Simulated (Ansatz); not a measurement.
C2H11FN2Si2

```xyz
18

C     1.8646   -1.4259    0.1390
C    -0.3052   -2.1696    0.9858
F    -0.1997    1.4176    1.4937
N     0.4627   -1.1155    0.3470
N    -1.8565    0.4138   -0.2580
Si   -0.1686    0.4759    0.1347
Si   -3.1272    1.3814    0.4898
H     2.3756   -0.5883   -0.3775
H     2.4055   -1.6135    1.0972
H     1.9860   -2.3369   -0.4922
H    -0.2720   -3.1094    0.3866
H    -1.3651   -1.8612    1.0793
H     0.0765   -2.4141    2.0055
H     0.7436    1.1732   -0.8233
H    -2.1485   -0.2095   -1.0153
H    -3.3861    0.9952    1.9208
H    -2.8123    2.8508    0.4509
H    -4.3781    1.1255   -0.3071
```

Geometry: PBE-D3(BJ)/def2-SVP.

The calculation used isolated molecule in a Gaussian basis; Kohn-Sham density functional theory, functional PBE0 in Ansatz 0.2.0.

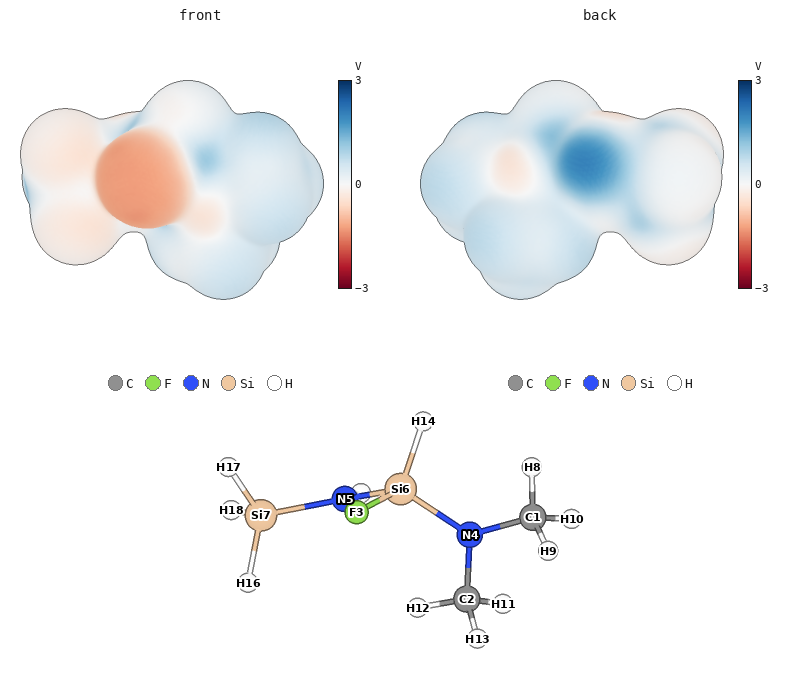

Figure 1. The molecular electrostatic potential painted on the density surface at 0.002 e/bohr³, seen from the front and from behind; the colour scale runs from red (negative) to blue (positive). The bare structure is drawn below in the same view.

Question: Which sites attract a positive test charge, and which a negative one?

Answer: A positive charge is drawn to the negative regions and a negative charge to the positive ones. The most negative region (about −1.3 V) lies over F3, the most positive (about +2.0 V) over H15.

Question: What dipole moment does the calculation give?

Answer: Its dipole moment is 2.72 D.

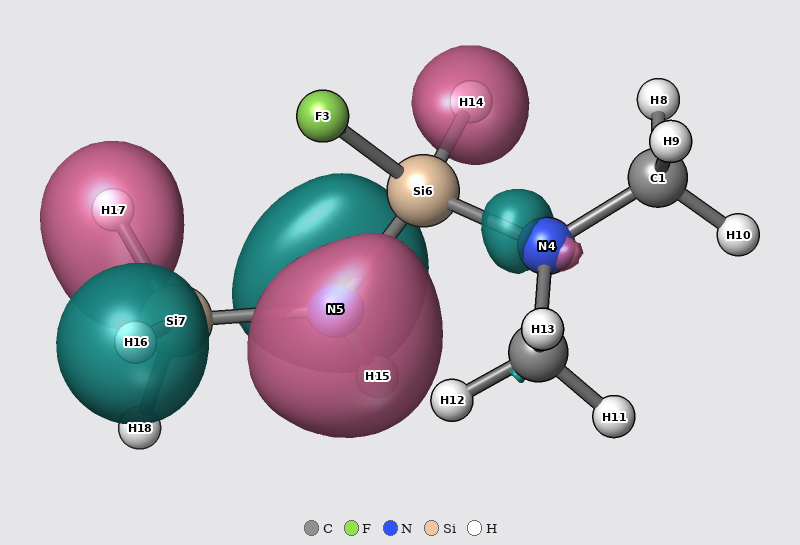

Figure 2. The HOMO−1 at ±0.1 Å⁻³ᐟ² (teal and pink are the two phases), seen at a tilt.

Question: Describe this orbital and give its energy.

Answer: By Hirshfeld shares it lies mainly on N5 (about 50 %), Si7 (about 15 %), H16 (about 10 %) and H17 (about 5 %). Its energy is −7.70 eV.

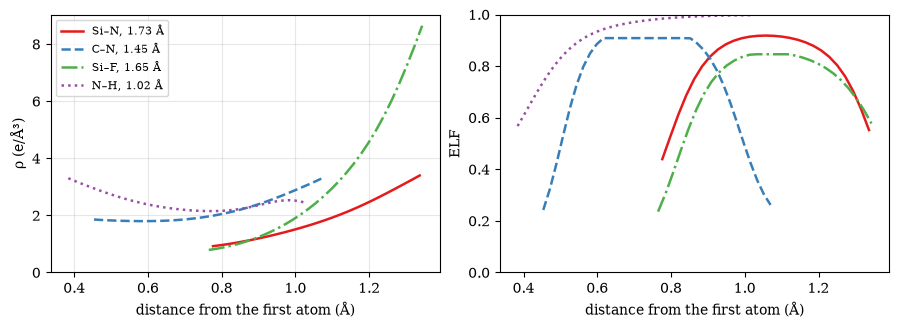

Figure 3. Electron density and electron localisation function along straight lines between neighbouring atoms. The curves leave out the atomic cores.

Question: What can be read from the curves?

Answer: Si–N (1.73 Å): the density is about 1.1 e/Å³ at the midpoint; the ELF peaks at about 0.90 between the atoms, as expected for a polar covalent bond.
C–N (1.45 Å): ρ is about 1.9 e/Å³ halfway; the ELF peaks at about 0.90 between the atoms, as expected for a covalent bond.
Si–F (1.65 Å): ρ is about 0.94 e/Å³ halfway; the ELF peaks at about 0.85 in the valence shell of F, 0.6 Å from its nucleus, and is about 0.45 at the midpoint.
N–H (1.02 Å): ρ is about 2.7 e/Å³ halfway; the ELF climbs to about 1 towards the hydrogen, as it does in any bond to H (a covalent bond by its length).
